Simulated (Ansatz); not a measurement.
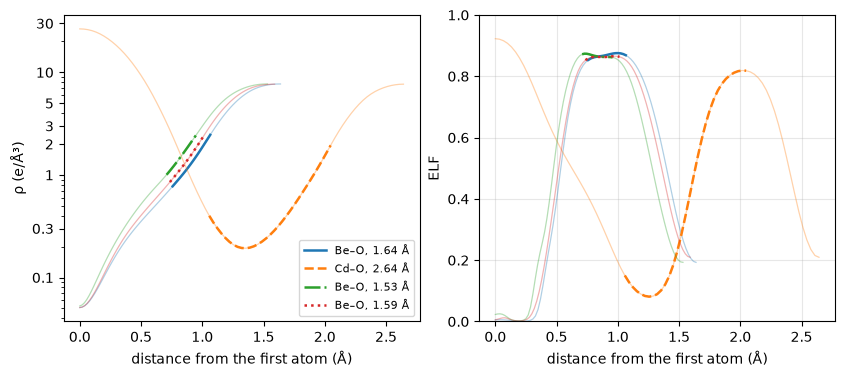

The picture shows: Be3CdO4. Valence pseudo-density and electron localisation function along straight lines between neighbouring atoms. Thin, pale parts lie inside the atomic spheres.

Space group P-62c; a generated structure, not necessarily the stable one.

Theory: Ansatz 0.2.0, DFT PBE, scalar-relativistic, plane waves, PAW.

Core electrons are frozen (PAW), and the valence fields are smoothed inside the atomic spheres.

### Compare the contacts.

Be–O (1.64 Å): ρ at the midpoint is about 0.94 e/Å³; the ELF peaks at about 0.90 in the valence shell of O, 0.6 Å from its nucleus, and is about 0.85 at the midpoint.
Cd–O (2.64 Å): ρ at the midpoint is about 0.19 e/Å³; the ELF is about 0.10 at the midpoint: no shared electron pair shows on this line.
Be–O (1.53 Å): the density is about 1.2 e/Å³ at the midpoint; the ELF peaks at about 0.85 between the atoms.
Be–O (1.59 Å): ρ is about 1 e/Å³ halfway; the ELF peaks at about 0.85 in the valence shell of O, 0.6 Å from its nucleus, and is about 0.85 at the midpoint.
